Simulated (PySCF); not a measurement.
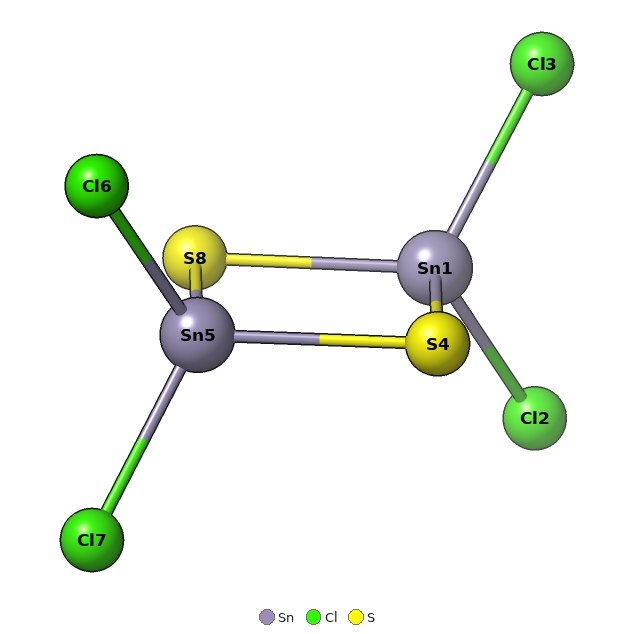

Atoms fade into the background with distance from the viewer. The geometry was computed by an optimisation with PBE0-D3(BJ)/def2-SVP. No frequency run is at hand to confirm it as a minimum.

What is the conformation of the ring Sn1–S4–Sn5–S8?

Answer. It is planar. The Cremer–Pople amplitude Q is 0.01 Å.

Give the torsion angles round the ring, beginning with the bond from its second to its third atom.

Answer. 0°, 0°, 0°, 0°.
